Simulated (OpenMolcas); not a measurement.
# Single-point calculation of AlH$_{3}$

AlH$_{3}$, computed with CASSCF/3-21G (OpenMolcas 26.06).

The geometry comes from this level: GFN2-xTB.

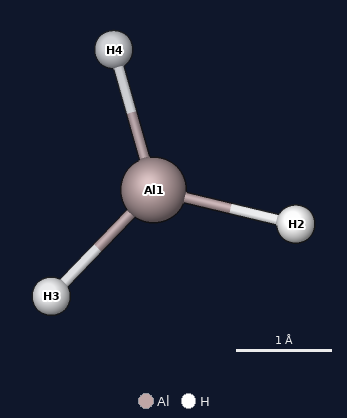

*The structure (ball-and-stick view, seen on its broad side; atoms are numbered from 1 in the order of the input). Sticks mark near contacts.*

**Input**
```
&gateway
  baslib=$CurrDir
  coord
  4
  angstrom
  Al      -0.000010      -0.000020       0.000020
  H        1.552650      -0.030520       0.014610
  H       -0.749810       1.359840      -0.019120
  H       -0.802830      -1.329300       0.004480
  basis=3-21G
  group=NoSym

&seward

&rasscf
  fileorb=$CurrDir/step1.ScfOrb
  spin=1
  nactel=6 0 0
  inactive=5
  ras2=7
  orblisting=Nothing
  orbappear=Compact
```

Run as:
```bash
export MOLCAS_MEM=1860
pymolcas step2.input > step2.log
```

**The program's output**
```
--- Start Module: gateway ---

                                              &GATEWAY

                       available to each process: 1.9 GB of memory, 1 thread

 Basis Set     1 Label: AL.3-21G
 Basis set is read from library:.
 basistype.tbl is not found

 Basis Set     2 Label: H.3-21G
 Basis set is read from library:.
 basistype.tbl is not found

++    Symmetry information:
      ---------------------

                    Character Table for C1

                             E
                    a        1  x, y, xy, Rz, z, xz, Ry, yz, Rx, I
--

++    Basis set information:
      ----------------------

      Basis set label: AL.3-21G.........

      Electronic valence basis set:
      ------------------
      Associated Effective Charge  13.000000 au
      Associated Actual Charge     13.000000 au
      Nuclear Model: Point charge

      Shell  nPrim  nBasis  Cartesian Spherical Contaminant
         s       9       4        X
         p       6       3        X

      Basis set label: H.3-21G.........

      Electronic valence basis set:
      ------------------
      Associated Effective Charge   1.000000 au
      Associated Actual Charge      1.000000 au
      Nuclear Model: Point charge

      Shell  nPrim  nBasis  Cartesian Spherical Contaminant
         s       3       2        X
--

++    Molecular structure info:
      -------------------------

                    ************************************************
                    **** Cartesian Coordinates / bohr, angstrom ****
                    ************************************************

     Center  Label                x              y              z                     x              y              z
        1      AL1             -0.000019      -0.000038       0.000038             -0.000010      -0.000020       0.000020
        2      H2               2.934083      -0.057674       0.027609              1.552650      -0.030520       0.014610
        3      H3              -1.416936       2.569725      -0.036132             -0.749810       1.359840      -0.019120
        4      H4              -1.517129      -2.512013       0.008466             -0.802830      -1.329300       0.004480

                    ***************************************
                    *    InterNuclear Distances / bohr    *
                    ***************************************

               1 AL1           2 H2            3 H3            4 H4
    1 AL1      0.000000
    2 H2       2.934798        0.000000
    3 H3       2.934730        5.083174        0.000000
    4 H4       2.934572        5.083054        5.082921        0.000000

                    *******************************************
                    *    InterNuclear Distances / angstrom    *
                    *******************************************

               1 AL1           2 H2            3 H3            4 H4
    1 AL1      0.000000
    2 H2       1.553028        0.000000
    3 H3       1.552992        2.689900        0.000000
    4 H4       1.552909        2.689836        2.689766        0.000000

                    **************************************
                    *    Valence Bond Angles / degree    *
                    **************************************
                          Atom centers                 Phi
                      2 H2       1 AL1      3 H3       120.00
                      2 H2       1 AL1      4 H4       120.00
                      3 H3       1 AL1      4 H4       120.00
--

            Nuclear Potential Energy             13.87945964 au

--- Stop Module: gateway /rc=_RC_ALL_IS_WELL_ ---

--- Start Module: seward ---

                                              &SEWARD

                       available to each process: 1.9 GB of memory, 1 thread

               SEWARD will generate:
                  Multipole Moment integrals up to order  2
                  Kinetic Energy integrals
                  Nuclear Attraction integrals (point charge)
                  One-Electron Hamiltonian integrals
                  Velocity integrals
                  Orbital angular momentum around ( -0.0000  -0.0000   0.0000 )
                  Velocity quadrupole around ( -0.0000  -0.0000   0.0000 )
                  Two-Electron Repulsion integrals

                   Integrals are discarded if absolute value <: 1.00E-14
                   Integral cutoff threshold is set to       <: 1.00E-16

            Nuclear Potential Energy             13.87945964 au

      Basis set specifications :
      Symmetry species         a
      Basis functions           19

--- Stop Module: seward /rc=_RC_ALL_IS_WELL_ ---

--- Start Module: rasscf ---

                                              &RASSCF

                       available to each process: 1.9 GB of memory, 1 thread

      Header of the ONEINT file:
      --------------------------

      OrdInt status: non-squared

      Cartesian coordinates in angstrom:
      -----------------------------------------------------
      No.  Label        X            Y            Z
      -----------------------------------------------------
       1   AL1       -0.00001000  -0.00002000   0.00002000
       2   H2         1.55265000  -0.03052000   0.01461000
       3   H3        -0.74981000   1.35984000  -0.01912000
       4   H4        -0.80283000  -1.32930000   0.00448000
      -----------------------------------------------------
      Nuclear repulsion energy =   13.87945964

++    Wave function specifications:
      -----------------------------

      Number of closed shell electrons          10
      Number of electrons in active shells       6
      Max number of holes in RAS1 space          0
      Max nr of electrons in RAS3 space          0
      Number of inactive orbitals                5
      Number of active orbitals                  7
      Number of secondary orbitals               7
      Spin quantum number                      0.0
      State symmetry                             1
--

++    Orbital specifications:
      -----------------------

      Symmetry species                           1
                                                 a
      Frozen orbitals                            0
      Inactive orbitals                          5
      Active orbitals                            7
      RAS1 orbitals                              0
      RAS2 orbitals                              7
      RAS3 orbitals                              0
      Secondary orbitals                         7
      Deleted orbitals                           0
      Number of basis functions                 19
--

++    CI expansion specifications:
      ----------------------------

      Number of CSFs                           490
      Number of spin combinations              630
      Number of determinants                  1225
      Number of root(s) required                 1
      Root chosen for geometry opt.              1
      CI root used                               1

      highest root included in the CI            1
      max. size of the explicit Hamiltonian    200
--

++    Optimization specifications:
      ----------------------------

      RASSCF algorithm: Conventional
      Maximum number of macro iterations       200
      Maximum number of SX iterations          100
      Threshold for RASSCF energy            1.000E-08
      Threshold for max MO rotation          1.000E-01
      Threshold for max BLB element          1.000E-04
      Level shift parameter                  5.000E-01
      Make Quasi-Newton update
--

      The MO-coefficients are taken from the file:
      step1.ScfOrb
      Title: SCF orbitals

      Total molecular charge    0.00

      ************************************************************************************************************************
      *                                            Wave function control section                                             *
      ************************************************************************************************************************

                                         RASSCF iterations: Energy and convergence statistics
                                         ----------------------------------------------------

          iter iter root      energy       change     param      element    value   shift minimum  type update hh:mm:ss
 Nr of preliminary CI iterations:   2
        1   1   18    1  -242.29166010    0.00E+00   4.22E-01*  12  17 1  7.80E-03*  0.00   0.00    SX    NO    0:00:00
        2   4    7    1  -242.32364307   -3.20E-02*  9.77E-02    7  19 1 -1.65E-02*  0.00   0.00    SX    NO    0:00:00
        3   3    6    1  -242.32714240   -3.50E-03* -4.48E-02    6  13 1  4.05E-03*  0.00   0.00    SX    NO    0:00:00
        4   3    6    1  -242.32778339   -6.41E-04* -2.28E-02    6  13 1  2.01E-03*  0.00   0.00    SX    NO    0:00:00
        5   3    6    1  -242.32793840   -1.55E-04* -2.31E-02    8  18 1 -1.09E-03*  0.00   2.13    LS   YES    0:00:00
        6   3    6    1  -242.32799770   -5.93E-05* -6.16E-03    8  18 1 -1.57E-03*  0.00   1.12    QN   YES    0:00:00
        7   3    6    1  -242.32800641   -8.71E-06* -4.74E-03    7  19 1  6.01E-04*  0.00   1.78    LS   YES    0:00:00
        8   3    5    1  -242.32800849   -2.07E-06*  2.17E-03    8  18 1  1.49E-04*  0.00   1.01    QN   YES    0:00:00
        9   4    5    1  -242.32800926   -7.76E-07*  9.67E-04    8  18 1  1.89E-04*  0.00   1.45    LS   YES    0:00:00
       10   3    5    1  -242.32800934   -8.28E-08*  4.72E-04    8  18 1  2.06E-04*  0.00   1.01    QN   YES    0:00:00
       11   3    5    1  -242.32800943   -8.34E-08*  2.93E-04    8  18 1  8.17E-05   0.00   1.62    LS   YES    0:00:00
       12   3    4    1  -242.32800944   -1.43E-08*  5.02E-05    6  17 1 -2.38E-05   0.00   1.00    QN   YES    0:00:00
       13   1    3    1  -242.32800944   -8.84E-10   2.76E-05    6  17 1 -5.30E-06   0.00   1.33    QN   YES    0:00:00
      Convergence after 13 iterations
       14   1    3    1  -242.32800944   -7.50E-11   2.76E-05    6  17 1  7.12E-07   0.00   1.33    QN   YES    0:00:00

      ************************************************************************************************************************
                                                      Wave function printout:
                       occupation of active orbitals, and spin coupling of open shells (u,d: Spin up or down)
      ************************************************************************************************************************

      Note: transformation to natural orbitals
      has been made, which may change the order of the CSFs.

      printout of CI-coefficients larger than  0.05 for root  1
      energy=    -242.328009
      conf/sym  1111111     Coeff  Weight
             1  2220000   0.98148 0.96330
            19  2200020  -0.05144 0.00265
            23  2200002  -0.05887 0.00347
            32  2ud00ud   0.05496 0.00302
            42  u2d00ud  -0.06747 0.00455
            46  2020200  -0.05144 0.00265
            53  2020002  -0.05884 0.00346
            61  ud20u0d  -0.06749 0.00456
            64  0222000  -0.05077 0.00258

      Natural orbitals and occupation numbers for root  1
      sym 1:   1.979508   1.973018   1.973015   0.005607   0.017832   0.017833   0.033187

      ************************************************************************************************************************
      *                                                    Final results                                                     *
      ************************************************************************************************************************

++    Final optimization conditions:
      ------------------------------

      Average CI energy                            -242.32800944
      RASSCF energy for state  1                   -242.32800944
      Super-CI energy                                -0.00000000
      RASSCF energy change                            0.00000000
      Max change in MO coefficients               6.777E-05
      Max non-diagonal density matrix element     2.758E-05
      Maximum BLB matrix element                  7.119E-07
      (orbital pair   6,  17 in symmetry   1)
      Norm of electronic gradient            1.708E-06
--

      Final state energy(ies):
      ------------------------

::    RASSCF root number  1 Total energy:   -242.32800944
      Von Neumann Entropy (Root   1) =  0.29669

      Mulliken population analysis for root number:  1
      -----------------------------------------------

++    Molecular charges:
      ------------------

      Mulliken charges per centre
      ---------------------------

                AL1     H2      H3      H4
      Total   12.3135  1.2288  1.2288  1.2289

      N-E      0.6865 -0.2288 -0.2288 -0.2289

      Total electronic charge=   16.000000

      Total            charge=   -0.000000
--

      Expectation values of various properties for root number:  1
      -----------------------------------------------------------

++    Molecular properties:
      ---------------------

      Charge (e):
                      =   -0.0000
      Dipole Moment (debye):
      Origin of the operator (angstrom)=   -0.0000   -0.0000    0.0000
                   X= -6.2657E-05               Y= -1.4182E-04               Z=  1.5130E-04           Total=  2.1663E-04
      Quadrupole Moment (debye*angstrom):
      Origin of the operator (angstrom)=   -0.0000   -0.0000    0.0000
                  XX= -1.8706E+01              XY= -4.8519E-04              XZ= -6.6017E-02              YY= -1.8705E+01
                  YZ=  6.4001E-02              ZZ= -1.1562E+01
      In traceless form (debye*angstrom)
                  XX= -3.5721E+00              XY= -7.2779E-04              XZ= -9.9026E-02              YY= -3.5717E+00
                  YZ=  9.6002E-02              ZZ=  7.1438E+00
--

      Average orbitals are written to the RASORB file
      Natural orbitals for root   1 are written to the RASORB.1 file
      Spin density orbitals for root   1 are written to the SPDORB.1 file

--- Stop Module: rasscf /rc=_RC_ALL_IS_WELL_ ---

.##################.
.# Happy landing! #.
.##################.

    Timing: Wall=1.89 User=1.45 System=0.43
```

**Summary**

```csv
quantity,value
outcome,converged
total energy,−242.328009 hartree
CASSCF energy,−242.328009 hartree
basis functions,19
hardware,"1 thread of Arm Neoverse V1, 24 GiB of memory available, shared host"
wall time,2.2 s
peak memory,0.37 GiB
```

**Notes**

The record of the run, not the program, notes: an active orbital turned away from the chosen space.
